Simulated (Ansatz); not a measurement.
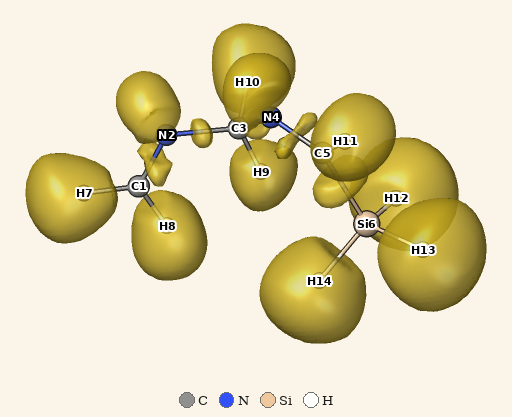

The picture shows: C3H8N2Si (SMILES C=NCN=C[SiH3]). Isosurface of the ELF at 0.85 (yellow), seen at a tilt. Core shells and regions of very low density are left out.

All numbers below come from RKS B3LYP-D4/cc-pVDZ in Ansatz 0.2.0.

The calculation's input:

```
crystal:
  periodic: [false, false, false]
  atoms:
    - { symbol: C, position_ang: [1.0627, -2.1474, -0.6227] }
    - { symbol: "N", position_ang: [1.1789, -0.9239, -0.1563] }
    - { symbol: C, position_ang: [0.3649, -0.6807, 1.0379] }
    - { symbol: "N", position_ang: [-0.9333, -0.4957, 0.71] }
    - { symbol: C, position_ang: [-1.89421, -1.33621, 0.9848] }
    - { symbol: Si, position_ang: [-1.75657, -3.00309, 1.85437] }
    - { symbol: H, position_ang: [1.5814, -2.4022, -1.5414] }
    - { symbol: H, position_ang: [0.3809, -2.8394, -0.1948] }
    - { symbol: H, position_ang: [0.4969, -1.5039, 1.7958] }
    - { symbol: H, position_ang: [0.7979, 0.1865, 1.6143] }
    - { symbol: H, position_ang: [-2.9235, -1.11972, 0.64014] }
    - { symbol: H, position_ang: [-1.8378, -2.8587, 3.32524] }
    - { symbol: H, position_ang: [-2.93292, -3.88269, 1.43134] }
    - { symbol: H, position_ang: [-0.51857, -3.72632, 1.48193] }
basis:
  gaussian: { orbitals: cc-pVDZ }
hamiltonian:
  xc: b3lyp
  dispersion: d4
relax:
  f_tol: 0.015
  max_steps: 40
output:
  orbitals: {}
```

Command:

```sh
ansatz run input.yaml --threads 2 --pin off --max-ram 3072MiB --backend cpu --events-out ev --progress --plain --runs-dir out
```

The fields are those of the relaxed geometry.

Where are the electrons localised?

At this value the surface marks out four regions between bonded C–N atoms (shared pairs), one region between bonded C–Si atoms (shared pairs), eight regions around hydrogen nuclei and two lobes on N, pointing away from the bonds (lone pairs). Along the contacts the grid gives the following. C–N (1.27 Å): the ELF peaks at about 0.90 between the atoms; a short, multiple covalent bond. C–Si (1.93 Å): the ELF peaks at about 0.95 between the atoms (localised, covalent bonding).
